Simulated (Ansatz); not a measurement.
# Screened interactions in NaAuCl3 (cubic perovskite) (Pm-3m)

Aim: U, U′ and J for the Au d shell of NaAuCl3 (cubic perovskite) (Pm-3m).

Method: non-magnetic LDA, then constrained RPA, plane waves, PAW, in Ansatz 0.2.0.

The structure was built from a prototype and need not be the compound's stable phase.

## (1) The starting structure

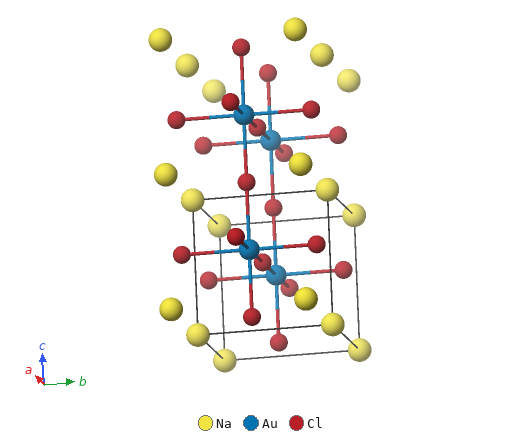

The starting structure, seen from a free direction (sodium yellow, gold blue, chlorine red). 2×1×2 cells are drawn. Some periodic images of atoms are drawn too.

The structure was relaxed with LDA. The structure type comes from a generator and need not be one that this composition takes. The structure was generated from a model, not taken from a measurement. The runs that relaxed it are not among those shown. The program's search for lower electronic states was switched off, so nothing shows that the state found is the lowest. Spin-orbit coupling is left out unless a step names it. The default PAW set here is soft_2. Its files were made with PBE.

## (2) LDA bands and orbital weights

This step: DFT, LDA, plane waves, PAW.

The input, input.yaml:

```yaml
crystal:
  lattice:
    - [0.0, -4.94390326, 0.0]
    - [0.0, 0.0, 4.94390326]
    - [-4.94390326, 0.0, 0.0]
  atoms:
    - { symbol: Na, position: [0.0, 0.0, 0.0] }
    - { symbol: Au, position: [0.5, 0.5, 0.5] }
    - { symbol: Cl, position: [0.5, 0.5, 0.0] }
    - { symbol: Cl, position: [0.5, 0.0, 0.5] }
    - { symbol: Cl, position: [0.0, 0.5, 0.5] }
kpoints:
  mp_grid: { grid: [6, 6, 6] }
  band_path:
    path:
      - [[0.0, 0.0, 0.0], [0.0, 0.5, 0.0], [0.5, 0.5, 0.0], [0.0, 0.0, 0.0], [0.5, 0.5, 0.5], [0.0, 0.5, 0.0]]
      - [[0.5, 0.5, 0.5], [0.5, 0.5, 0.0]]
    npoints: 10
hamiltonian:
  xc: lda
scf:
  occupations: { method: gaussian, width: 0.08 }
  n_extra_bands: 19
  max_iter: 150
  lower_state_search: "off"
output:
  eigenvalues: true
  forces: true
  stress: true
  fatbands: true
  write_density: true
  write_potential: true
  elf: true
  volumetric_format: npy
```

Run with:

```
> ansatz run input.yaml --threads 4 --pin off --max-ram 9216MiB --backend cpu --events-out ev --progress --plain --runs-dir out
```

Numbers of over 12 decimals in the logs are rounded to 6 here.

Output:

```text
scf.n_extra_bands = 19 over 25 filled bands (N_el = 49.0): the run solves 44 bands
Engine: ansatz 0.2.0, aarch64-unknown-linux-gnu
Pseudopotentials: kind: paw
Pseudopotential: Na, paw, valence charge 9, recommended cutoff 420 eV (normal), Na.paw.azcp
Pseudopotential: Au, paw, valence charge 19, recommended cutoff 420 eV (normal), Au.paw.azcp
Pseudopotential: Cl, paw, valence charge 7, recommended cutoff 420 eV (normal), Cl.paw.azcp
Functional definition: SPW92
  exchange = slater_x
  correlation = pw_c
Crystal: 5 atoms, lattice volume = 120.840 Å³
Basis set: ecut = 420 eV, 2373 PW (Γ)
Bands: 44, of which v1, the nominal top of the filled ones, is band 25 counted from 1 (24 counted from 0)
Symmetry: 48 space group operations
Space group: Pm-3m (ITA 221), of the structure as read, at distance tolerance 4.9e-5 Å
k-points: 20 of 216
Non-local potential: Na, projectors of the file, l = 0: 3, l = 1: 2, l = 2: 1
Non-local potential: Au, projectors of the file, l = 0: 3, l = 1: 2, l = 2: 2, l = 3: 1
Non-local potential: Cl, projectors of the file, l = 0: 2, l = 1: 2, l = 2: 2
PAW form: soft (Blöchl's): semilocal exchange-correlation on the pseudo side does not see the compensation charge
PAW frozen core: Na, regenerated for the run's functional, and the local potential with it (the file was generated under x = pbe(κ = 0.804, μ = 0.219515), c = pbe(β = 0.066725))
PAW frozen core: Au, regenerated for the run's functional, and the local potential with it (the file was generated under x = pbe(κ = 0.804, μ = 0.219515), c = pbe(β = 0.066725))
PAW frozen core: Cl, regenerated for the run's functional, and the local potential with it (the file was generated under x = pbe(κ = 0.804, μ = 0.219515), c = pbe(β = 0.066725))
PAW one-centre angular grid: Na, 110 points (default); XC on 64 Gauss nodes
PAW one-centre angular grid: Au, 590 points (default); XC on 64 Gauss nodes
PAW one-centre angular grid: Cl, 110 points (default); XC on 64 Gauss nodes
Initial density: superposition of atomic densities (neutral atoms: chi_scale 0, normalization atom), corrected by the library's trained network
Initial wavefunctions: pseudopotential atomic-orbital guess
Functional: x = slater, c = lda
SCF iter   1: F=—  HF=-17467.487409 eV  |F-HF|=—  |Δ(HF+E_count)|=         —  Δρ=6.35e-3  dr2=4.07e-2  ethr=1.77e-3  ⟨swp⟩=6.2  Hψ=4146  notcnv=0  defer=141
preconditioner: auto → LDOS  [metal: Δε(μ)=0.040 eV  Ē_g=14.935 eV  σ=0.080 eV  W_gap=0.27  n_scr=26 (ndim 8)  ℏωp=19.4 eV  f_vac=0.172  D(μ)=3.59/eV (n_scr^D=26)  β→1.0]
SCF iter   2: F=—  HF=-17467.476175 eV  |F-HF|=—  |Δ(HF+E_count)|=   1.12e-2  Δρ=2.97e-3  dr2=7.54e-3  ethr=8.30e-5  ⟨swp⟩=2.0  Hψ=1536  notcnv=0  defer=218
SCF iter   3: F=—  HF=-17467.472682 eV  |F-HF|=—  |Δ(HF+E_count)|=   3.49e-3  Δρ=5.96e-4  dr2=3.82e-4  ethr=1.54e-5  ⟨swp⟩=2.0  Hψ=1034  notcnv=0  defer=218
SCF iter   4: F=—  HF=-17467.472531 eV  |F-HF|=—  |Δ(HF+E_count)|=   1.50e-4  Δρ=2.27e-4  dr2=8.82e-5  ethr=7.79e-7  ⟨swp⟩=3.0  Hψ=1176  notcnv=0  defer=218
SCF iter   5: F=—  HF=-17467.472512 eV  |F-HF|=—  |Δ(HF+E_count)|=   1.91e-5  Δρ=1.55e-4  dr2=3.99e-5  ethr=1.80e-7  ⟨swp⟩=1.1  Hψ=640  notcnv=0  defer=218
SCF iter   6: F=—  HF=-17467.472504 eV  |F-HF|=—  |Δ(HF+E_count)|=   8.59e-6  Δρ=7.61e-5  dr2=7.84e-6  ethr=8.15e-8  ⟨swp⟩=2.1  Hψ=982  notcnv=0  defer=218
SCF iter   7: F=—  HF=-17467.472501 eV  |F-HF|=—  |Δ(HF+E_count)|=   2.72e-6  Δρ=1.39e-5  dr2=2.12e-7  ethr=1.60e-8  ⟨swp⟩=2.0  Hψ=1030  notcnv=0  defer=218
SCF iter   8: F=-17467.472501 eV  HF=-17467.472501 eV  |F-HF|=3.64e-12  |Δ(HF+E_count)|=   5.48e-8  Δρ=1.09e-6  dr2=6.42e-10  ethr=2.04e-10  ⟨swp⟩=17.4  Hψ=6738  notcnv=0
SCF 1 converged in 8 iterations: F = -17467.472501 eV  dr2 = 6.42e-10
  greatest PAW one-centre occupation: 1.002 electrons in one spin orbital (limit 2), on the Au atom at site 1 (counted from 0), in its partial waves of l = 0
NSCF: frozen V_eff on 62 k-points
SCF converged after 8 iterations
Free energy (F): -17467.472501 eV
Harris-Foulkes:  -17467.472501 eV  (|F-HF|=3.64e-12)
Internal energy: -17467.461036 eV  (E = F + TS)
E sigma→0 (E₀):  -17467.466768 eV
Entropy (-TS):   -0.011465 eV (-2.293 meV/atom)
Fermi energy:    5.361009 eV
--- Per-component energies (eV) ---
  E_band       = -742.183228
  E_kinetic    = 1208.396730
  E_local      = -5503.242424  (includes V_loc(G=0)·N_el)
  E_nonlocal   = 289.880228
  E_hartree    = 2176.098539
  E_xc         = -581.298827
  E_vxc        = -687.280520  (∫ρ·V_xc dr)
  E_paw        = -11543.833111  (= ΣΔE_a)
  E_vpaw       = -402.136638  (= ΣTr[D̂ρ^β])
  E_aug_tail   = 0.001638  (compensation charges beyond the density's cutoff)
  E_ewald      = -3514.698891
  E_core_change = 1.235083  (= ΣΔE_core)
  E_smearing   = -0.011465  (= −TS)
  E_closure    = 0.000000  (closes the sum)
  Σ components = -17467.472501   (vs F -17467.472501, Δ=0.00e0)
--- Forces (eV/Å), atoms counted from 1 ---
  atom   1  Na    -0.00000000    -0.00000000     0.00000000
  atom   2  Au    -0.00000000    -0.00000000    -0.00000000
  atom   3  Cl    -0.00000000    -0.00000000     0.00000000
  atom   4  Cl    -0.00000000     0.00000000     0.00000000
  atom   5  Cl    -0.00000000     0.00000000     0.00000000
  max |Σ_I F_I| component: 1.90e-28 eV/Å
--- Stress (GPa, compression-positive) ---
       -0.212237      -0.000000       0.000000
        0.000000      -0.212237       0.000000
        0.000000       0.000000      -0.212237
  P = ⅓ Tr σ = -0.2122 GPa (-2.122 kbar)
--- Band table (eV; the first three rows and the last of 20) ---
  k-point 0: bands = [... 21 lower, 2.4584, 2.6266, 2.6266, 2.6266, 5.4505, 7.2057, 11.2268, 11.2268, ... 15 higher]
  k-point 1: bands = [... 21 lower, 2.5374, 2.7560, 2.7560, 2.8757, 6.1997, 7.5445, 11.0957, 11.5805, ... 15 higher]
  k-point 2: bands = [... 21 lower, 2.5665, 3.0743, 3.0743, 3.1355, 7.9984, 8.4237, 10.5008, 12.4647, ... 15 higher]
  k-point 19: bands = [... 21 lower, 3.2629, 3.2629, 6.4991, 6.4991, 8.0934, 10.5075, 10.5075, 10.5075, ... 15 higher]
```

Run time: 4.4 s. Hardware: 4 threads of Arm Neoverse V2, shared host; peak memory 0.49 GiB; 17 s of CPU time.

This step gave:

| Quantity | Value |
| --- | --- |
| pressure | -0.2122 GPa |

Electronic bands along the path, in eV, zero at the Fermi level:

```
    point  band 22  band 23  band 24  band 25  band 26  band 27  band 28  band 29
        Γ    -2.90    -2.73    -2.73    -2.73     0.09     1.84     5.87     5.87
        X    -2.79    -2.15    -2.14    -2.14     3.86     4.07     4.33     7.02
        M    -2.12    -2.12    -2.11     1.13     4.22     5.72     5.72     5.89
        Γ    -2.90    -2.73    -2.73    -2.73     0.09     1.84     5.87     5.87
        R    -2.10    -2.10     1.14     1.14     2.73     5.15     5.15     5.15
        X    -2.79    -2.15    -2.14    -2.14     3.86     4.07     4.33     7.02
jump to R    -2.10    -2.10     1.14     1.14     2.73     5.15     5.15     5.15
        M    -2.12    -2.12    -2.11     1.13     4.22     5.72     5.72     5.89
```

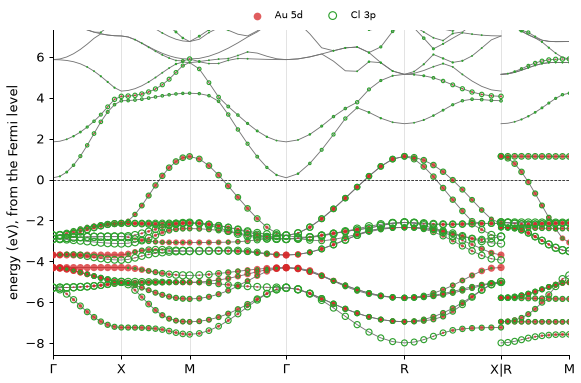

Electronic bands along the path; dots are coloured as in the legend, and their area grows with the weight.

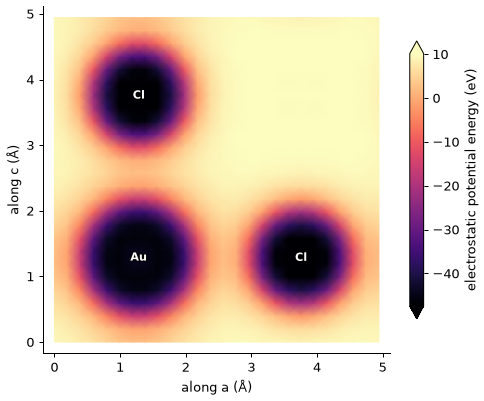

Electrostatic potential energy in the ac plane at fractional y = 0.500, with atoms of Au and Cl within 0.2 Å of it. With pseudopotentials it is smooth inside the atoms' cores, unlike the true potential. The map starts off the cell's origin, so that atoms lie inside it.

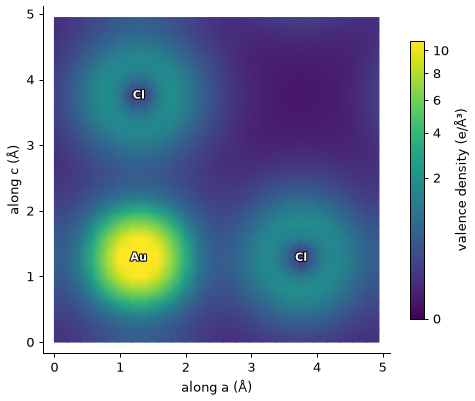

Valence density in the ac plane at fractional y = 0.500, with atoms of Au and Cl within 0.2 Å of it. It is the smooth field of the valence electrons, not physical close to the nuclei. The map starts off the cell's origin, so that atoms lie inside it. The colour scale is stretched toward low values.

## (3) Constrained RPA: Au d + anion p, bands v14 to v1, 4×4×4 mesh, medium accuracy

Constrained RPA screens the interaction with every transition except those inside the target bands, which a later many-body model would treat itself.

This step: constrained RPA on LDA, plane waves, PAW.

input.yaml, the sections that differ from step 2:

```yaml
kpoints:
  mp_grid: { grid: [6, 6, 6] }
output:
  crpa:
    kmesh: [4, 4, 4]
    target_bands: [v14, v1]
    projections: [{ species: Au, l: d, shell: 5 }, { species: Cl, l: p, shell: 3 }]
  local_orbitals:
    kmesh: [8, 8, 8]
    orbitals: [{ species: Au, l: d, shell: 5 }, { species: Cl, l: p, shell: 3 }]
    window: { bands: [v14, v1] }
    seedname: lo
# crystal, hamiltonian, scf: as in step 2
```

Output:

```text
[...]
Crystal: 5 atoms, lattice volume = 120.840 Å³
Basis set: ecut = 420 eV, 2373 PW (Γ)
Bands: 44, of which v1, the nominal top of the filled ones, is band 25 counted from 1 (24 counted from 0)
Symmetry: 48 space group operations
[...]
k-points: 20 of 216
[...]
SCF iter   1: F=—  HF=-17467.487407 eV  |F-HF|=—  |Δ(HF+E_count)|=         —  Δρ=6.35e-3  dr2=4.07e-2  ethr=1.77e-3  ⟨swp⟩=6.2  Hψ=4146  notcnv=0  defer=141
[...]
SCF iter   8: F=-17467.472501 eV  HF=-17467.472501 eV  |F-HF|=4.00e-11  |Δ(HF+E_count)|=   5.49e-8  Δρ=1.04e-6  dr2=5.63e-10  ethr=2.04e-10  ⟨swp⟩=12.6  Hψ=4585  notcnv=0
SCF 1 converged in 8 iterations: F = -17467.472501 eV  dr2 = 5.63e-10
[...]
NSCF: frozen V_eff on 38 k-points
[...]
cRPA screening: q 1/64
cRPA screening: q 2/64
cRPA screening: q 8/64 (q-point 3)
cRPA screening: q 11/64 (q-point 6)
cRPA screening: q 17/64 (q-point 7)
cRPA screening: q 29/64 (q-point 8)
cRPA screening: q 35/64 (q-point 11)
cRPA screening: q 38/64 (q-point 22)
cRPA screening: q 40/64 (q-point 23)
cRPA screening: q 46/64 (q-point 24)
cRPA screening: q 52/64 (q-point 27)
cRPA screening: q 58/64 (q-point 28)
cRPA screening: q 64/64 (q-point 43)
SCF converged after 8 iterations
Free energy (F): -17467.472501 eV
[...]
Internal energy: -17467.461036 eV  (E = F + TS)
E sigma→0 (E₀):  -17467.466768 eV
Entropy (-TS):   -0.011465 eV (-2.293 meV/atom)
Fermi energy:    5.361009 eV
[...]
--- Band table (eV; the first three rows and the last of 20) ---
  k-point 0: bands = [... 21 lower, 2.4584, 2.6266, 2.6266, 2.6266, 5.4505, 7.2057, 11.2268, 11.2268, ... 15 higher]
  k-point 1: bands = [... 21 lower, 2.5374, 2.7560, 2.7560, 2.8757, 6.1997, 7.5445, 11.0957, 11.5805, ... 15 higher]
  k-point 2: bands = [... 21 lower, 2.5665, 3.0743, 3.0743, 3.1355, 7.9984, 8.4237, 10.5008, 12.4647, ... 15 higher]
  k-point 19: bands = [... 21 lower, 3.2629, 3.2629, 6.4991, 6.4991, 8.0934, 10.5075, 10.5075, 10.5075, ... 15 higher]
--- cRPA (band scheme, projected local orbitals): target bands 12..25 (1-based), 14 Wannier function(s), 4×4×4 mesh, 50 bands' worth read of 55 solved, ecut_chi 136.0 eV, v(q+G=0) probe_charge, pair densities all_electron ---
  bands read: the sum over 50 bands ends inside a degenerate multiplet in 19 slots, whose members it reads at an even weight; the widest, k=0: bands 50 to 52 (counted from 1) at 1/3 each
  χ-basis size per q: N_G = 418..461
  window electrons = 27.0000, filled by tetrahedron_uncorrected; constrained ε̄⁻¹(q = 0, 0) head = 0.272265; min gauge Gram eig = 0.5301
  Kanamori averages over each shell's own Wannier functions (sites counted from 0, functions from 1):
  Each shell's averages of U are screened by what lies outside the whole window alone: parameters of one model of all the shells.
    Site 1, 5D, 5 of 5 d orbitals (Wannier functions 1, 2, 3, 4, 5; wannier90's mr 1, 2, 3, 4, 5):
      screened: U = 5.4022 eV, U' = 4.4358 eV, J = 0.4784 eV
      screened, to within: U = 1.5e-2 eV, U' = 1.5e-2 eV, J = 6.4e-4 eV
      bare: V = 16.3787 eV, V' = 15.0690 eV, J = 0.6486 eV
    Site 2, 3P, 3 of 3 p orbitals (Wannier functions 6, 7, 8; wannier90's mr 1, 2, 3):
      screened: U = 5.0428 eV, U' = 4.0484 eV, J = 0.4698 eV
      screened, to within: U = 5.4e-3 eV, U' = 5.4e-3 eV, J = 6.0e-4 eV
      bare: V = 13.3497 eV, V' = 11.8806 eV, J = 0.6963 eV
    Site 3, 3P, 3 of 3 p orbitals (Wannier functions 9, 10, 11; wannier90's mr 1, 2, 3):
      screened: U = 5.0428 eV, U' = 4.0484 eV, J = 0.4698 eV
      screened, to within: U = 5.4e-3 eV, U' = 5.4e-3 eV, J = 6.0e-4 eV
      bare: V = 13.3497 eV, V' = 11.8806 eV, J = 0.6963 eV
    Site 4, 3P, 3 of 3 p orbitals (Wannier functions 12, 13, 14; wannier90's mr 1, 2, 3):
      screened: U = 5.0428 eV, U' = 4.0484 eV, J = 0.4698 eV
      screened, to within: U = 5.4e-3 eV, U' = 5.4e-3 eV, J = 6.0e-4 eV
      bare: V = 13.3497 eV, V' = 11.8806 eV, J = 0.6963 eV
  Hermiticity witness max|P − P†| over intra, direct and exchange elements: 1.15e-14 eV (screened), 1.78e-15 eV (bare)
  Reality witness max|Im| over intra, direct and exchange elements: 8.96e-9 eV (screened), 2.97e-12 eV (bare)
```

It took 6.6 min on 4 threads; peak memory 0.97 GiB.

This step gave:

| Property | Result |
| --- | --- |
| U | 5.402 eV |
| U prime (inter-orbital) | 4.436 eV |
| J | 0.4784 eV |
| bare V | 16.38 eV |
| bare J | 0.6486 eV |
| stated bound on U | 0.01422 eV |
| U over bare V | 0.3298 |
| electrons in the window | 27.00 |
| head of the constrained inverse dielectric matrix | 0.2723 |
| least eigenvalue of the projection's overlap | 0.5301 |
| target functions | 14 |
| bands in the sums | 50 |
| r.m.s. miss of the model bands | 2.03e-4 eV |
| width of the target bands | 9.124 eV |
| weight of the projected orbitals in the window | 0.9578 |

On the Au d shell, screening brings the on-site interaction from 16.4 eV down to U = 5.40 eV.

Kanamori averages over each shell's functions. Crpa shells, by row:

```
site  element  shell  orbitals  U (eV)  U' (eV)  J (eV)  bare V (eV)  bare V' (eV)  bare J (eV)  bound on U (eV)
   2       Au     5D         5   5.402    4.436  0.4784        16.38         15.07       0.6486          0.01422
   3       Cl     3P         3   5.043    4.048  0.4698        13.35         11.88       0.6963         0.005387
   4       Cl     3P         3   5.043    4.048  0.4698        13.35         11.88       0.6963         0.005387
   5       Cl     3P         3   5.043    4.048  0.4698        13.35         11.88       0.6963         0.005387
```

Projected local orbitals of the target window. Electronic bands along the path, in eV, zero at the Fermi level; # counts the bands kept:

```
    point    #11    #12    #13    #14
        Γ  -2.90  -2.73  -2.73  -2.73
        X  -2.79  -2.15  -2.14  -2.14
        M  -2.12  -2.12  -2.11   1.13
        Γ  -2.90  -2.73  -2.73  -2.73
        R  -2.10  -2.10   1.14   1.14
        X  -2.79  -2.15  -2.14  -2.14
jump to R  -2.10  -2.10   1.14   1.14
        M  -2.12  -2.12  -2.11   1.13
```

The same for Kohn-Sham, solved directly:

```
point    #11    #12    #13    #14
    Γ  -2.90  -2.73  -2.73  -2.73
    X  -2.79  -2.15  -2.14  -2.14
    M  -2.12  -2.12  -2.11   1.13
    Γ  -2.90  -2.73  -2.73  -2.73
    R  -2.10  -2.10   1.14   1.14
    X  -2.79  -2.15  -2.14  -2.14
    R  -2.10  -2.10   1.14   1.14
    M  -2.12  -2.12  -2.11   1.13
```

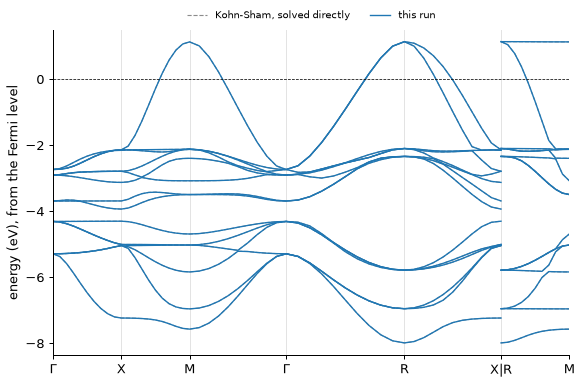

Electronic bands along the path; dashed: Kohn-Sham, solved directly.

Onsite levels, by row:

```
   orbital  level less Fermi level (eV)
   Au2 dz2                       -3.762
   Au2 dxz                        -4.13
   Au2 dyz                        -4.13
Au2 dx2-y2                       -3.762
   Au2 dxy                        -4.13
    Cl3 pz                       -3.236
    Cl3 px                       -4.599
    Cl3 py                       -3.236
    Cl4 pz                       -4.599
    Cl4 px                       -3.236
    Cl4 py                       -3.236
    Cl5 pz                       -3.236
    Cl5 px                       -3.236
    Cl5 py                       -4.599
```

Largest distinct elements between sites. Hoppings, by row:

```
      from          to    cell  distance (Å)   t (eV)
   Au2 dz2      Cl4 pz   0 1 0         2.472    1.468
    Cl5 py  Au2 dx2-y2  -1 0 0         2.472    1.272
    Cl5 py     Au2 dz2  -1 0 0         2.472   0.7342
    Cl4 px     Au2 dxz  0 -1 0         2.472  -0.6333
    Cl3 px      Cl4 pz  0 0 -1         3.496  -0.5154
    Cl4 py      Cl5 pz  0 -1 0         3.496  -0.2598
    Cl4 py      Cl5 py  0 -1 0         3.496   0.2122
    Cl4 py      Cl3 py  0 -1 0         3.496  -0.0933
    Cl5 py      Cl5 py  0 -1 0         4.944   -0.082
   Au2 dz2      Cl5 py  0 -1 0         5.527   0.0684
    Cl3 pz      Cl3 pz  0 0 -1         4.944  -0.0658
Au2 dx2-y2      Cl5 py   0 0 1         5.527   0.0653
```

## (4) Results

- Au d + anion p: U 5.40 eV, U′ 4.44 eV, J 0.48 eV, bare V 16.4 eV
- method: constrained RPA on non-magnetic LDA, 4×4×4 mesh, static; search for lower states off

What this shows: For Au d + anion p, screening cuts the on-site interaction from 16.38 eV to 5.40 eV (33 %), while J goes only from 0.65 eV to 0.48 eV: the monopole is screened far more than the multipoles. U − 2J differs from U′ by +0.01 eV, so the Kanamori relation holds well. The parent state is non-magnetic and the interaction static (zero frequency); U depends on the window and the orbitals, so it belongs to this model alone. The bands cross the Fermi level under this constraint, which need not be the crystal's state: magnetic order, correlation or a lattice distortion may open a gap. Spin-orbit coupling, which is strong for atoms this heavy, is left out. A window that holds the anion p bands defines a model with explicit ligands; its U belongs to that model and is not the U of DFT+U.

[Paths, hosts, dates, memory and timing lines, banners, echoed tables and standing remarks are left out of the program output.]

[Logs are printed without paths, hosts, clocks, repeated set-up lines and the standing remarks that a program may print on its own settings, such as how far it seeks lower states.]

[Runs of the session that timed out or met a known fault of the program may be left out.]

[Hosts, paths, dates, database ids (printed as entryN), source tags and the programs' standing remarks are cut or masked in the printed files.]
